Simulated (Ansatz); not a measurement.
Start from SiO2 (space group P3_221, No. 154; a = 4.866 Å, c = 5.365 Å). Axes: x lies along a and z along c of the hexagonal cell.

Modification: compressive biaxial strain of 0.75 % in the plane normal to [001], as in epitaxy on a mismatched substrate; the out-of-plane cell vector and the atoms relax.

Method: plane-wave PAW DFT at the LDA level (Ansatz, a quantum-chemistry and plane-wave program, 420 eV), no SOC.

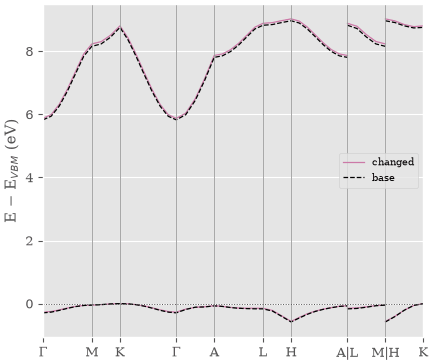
*Highest valence and lowest conduction band along the path, each from its own valence-band maximum*

The gap is 5.87 eV, indirect, K → Γ; the base has 5.83 eV.

Stability against distortions was not tested.
